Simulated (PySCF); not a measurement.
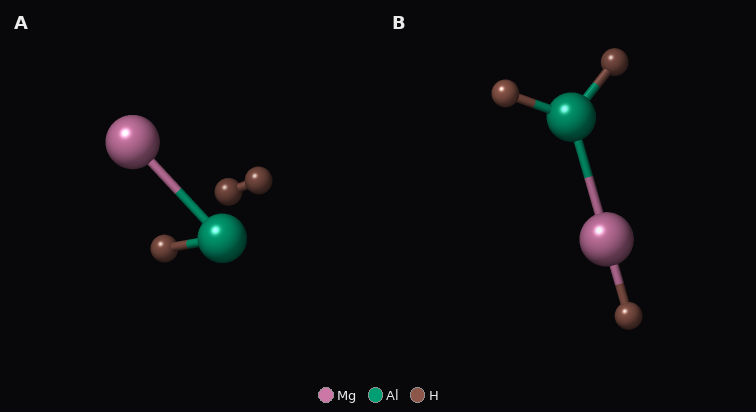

2 stationary structures of one formula. Geometries: PBE0-D4/def2-TZVP. Electronic energies: RHF-CCSD(T) (frozen core)/def2-TZVPP (PySCF 2.14.0), without zero-point energy. No frequency run is at hand to confirm each as a minimum.

Which structure is the most stable?

Answer. B is lowest; A lies 20.4 kcal/mol above it (C1).

Give E(B) − E(A) in kcal/mol at these levels too: RHF-CCSD(T) (frozen core)/def2-TZVPP; PBE0-D4/def2-TZVP; r2SCAN-D4/def2-TZVPP; ωB97M-V/def2-TZVPP; PBE-D4/def2-TZVPP; PBE0-D4/def2-TZVPP; B3LYP-D4/def2-TZVPP.

| level | E(B) − E(A) (kcal/mol) |
| --- | --- |
| RHF-CCSD(T) (frozen core)/def2-TZVPP | −20.4 |
| PBE0-D4/def2-TZVP | −17.9 |
| r2SCAN-D4/def2-TZVPP | −21.5 |
| ωB97M-V/def2-TZVPP | −16.6 |
| PBE-D4/def2-TZVPP | −12.7 |
| PBE0-D4/def2-TZVPP | −17.7 |
| B3LYP-D4/def2-TZVPP | −16.9 |
